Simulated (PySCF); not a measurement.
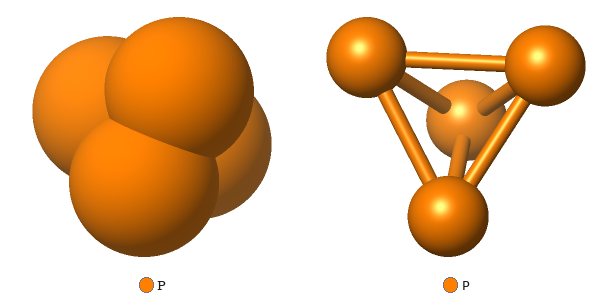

The same structure drawn twice, from different directions.

Computed geometry: PBE0-D3(BJ)/def2-SVP optimisation. No frequency run is at hand to confirm it as a minimum.

**Count the atoms of each element.**

P4, 4 atoms: 4 phosphorus.

**Write the SMILES.**

p12p3p1p23

The parts below concern this one geometry. Atoms keep their numbers from picture to picture.

**Shape**

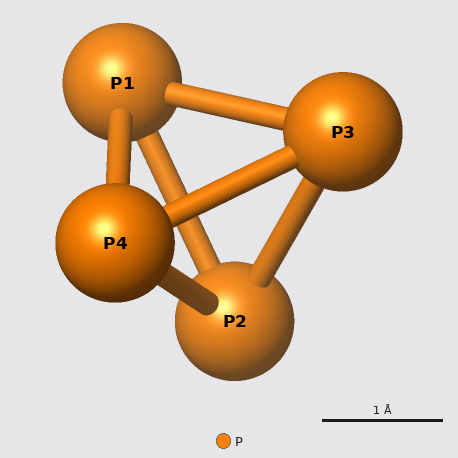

Numbered structure. No frequency run is at hand to confirm it as a minimum.

Give the bond lengths.

```
 bond  length (Å)     order
P1–P2       2.201  aromatic
P1–P3       2.200  aromatic
P1–P4       2.201  aromatic
P2–P3       2.202  aromatic
P2–P4       2.201  aromatic
P3–P4       2.200  aromatic
```

**Ring current**

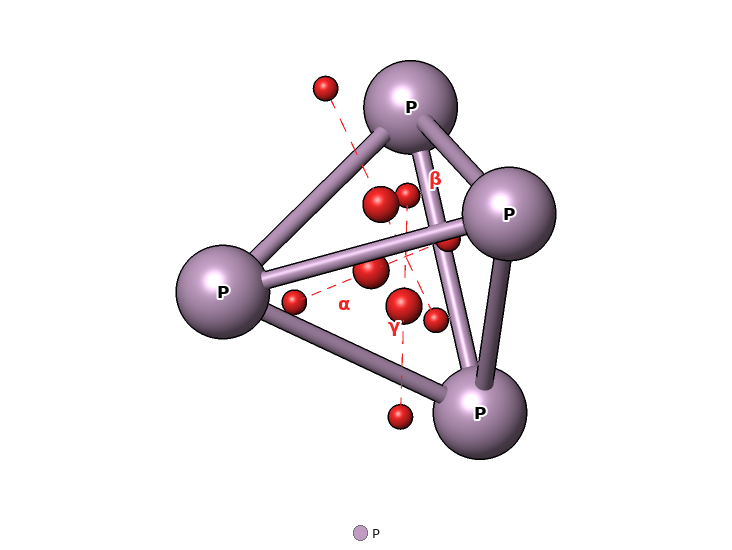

The small points mark where nucleus-independent chemical shifts (NICS) were computed: at the centre of each lettered ring and 1 Å above and below it. No frequency run is at hand to confirm it as a minimum. Level of theory: GIAO PBE0/pcSseg-2 NMR shielding, non-relativistic, gas phase (PySCF 2.14.0).

Give NICS(0), NICS(1) and the out-of-plane component NICS(1)zz for each ring (means of the two sides).

| ring | members | NICS(0) | NICS(1) | NICS(1)zz |
| --- | --- | --- | --- | --- |
| α | P3 | −58.2 | −39.2 | −56.9 |
| β | P3 | −58.2 | −39.2 | −56.9 |
| γ | P3 | −58.2 | −39.2 | −56.9 |

Values in ppm.

**Levels of theory compared**

No frequency run is at hand to confirm it as a minimum. Program: PySCF 2.14.0.

Tabulate HOMO energy (eV), HOMO–LUMO gap (eV) at these levels: B3LYP/pcSseg-2; B97-D/pcSseg-2; BLYP/pcSseg-2; BP86/pcSseg-2; KT2/pcSseg-2; KT3/pcSseg-2; LDA/pcSseg-2; OPBE/pcSseg-2; PBE/pcSseg-2; PBE0/pcSseg-2; mPW1PW91/pcSseg-2.

```csv
level,HOMO energy (eV),HOMO–LUMO gap (eV)
B3LYP/pcSseg-2,−7.38,6.37
B97-D/pcSseg-2,−6.56,4.97
BLYP/pcSseg-2,−6.42,4.93
BP86/pcSseg-2,−6.74,4.98
KT2/pcSseg-2,−6.69,5.02
KT3/pcSseg-2,−6.70,5.02
LDA/pcSseg-2,−6.79,4.97
OPBE/pcSseg-2,−6.77,5.05
PBE/pcSseg-2,−6.66,4.99
PBE0/pcSseg-2,−7.67,6.79
mPW1PW91/pcSseg-2,−7.68,6.79
```

**NMR shielding**

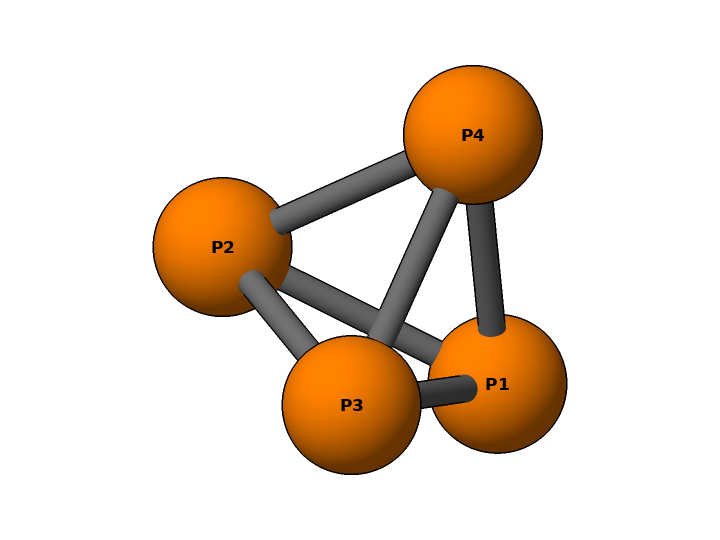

No frequency run is at hand to confirm it as a minimum. Level of theory: GIAO BP86/pcSseg-2 NMR shielding, non-relativistic, gas phase (PySCF 2.14.0). Principal shieldings σ11 ≤ σ22 ≤ σ33, span Ω = σ33 − σ11, skew κ = 3(σiso − σ22)/Ω.

Give the shielding tensors of the P atoms.

```tsv
atom	σ11	σ22	σ33	σiso	Ω	κ
P1, P2, P3…	542.7	987.0	987.9	839.2	445.2	−1.00
```

Shieldings and span in ppm.
